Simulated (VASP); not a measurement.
Band structure of PdIn (CsCl type). Level of theory: LDA (Ceperley-Alder, Perdew-Zunger) with spin-orbit coupling, VASP's LDA PAW potentials (set 64) (plane waves; VASP).

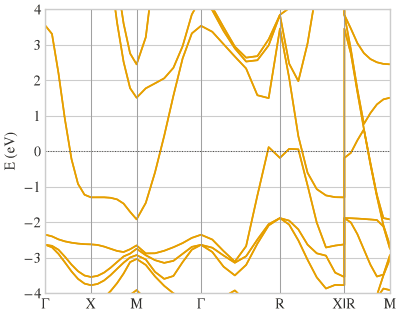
Fig. 1. Bands along high-symmetry lines, zero at the valence-band maximum or, without a gap, the Fermi level

Task: Read the plot: is there a gap, and where are the band edges?

Result: It has no gap at this level: it comes out as a metal or semimetal.

The compound is PdIn in the CsCl type structure. It was relaxed first.
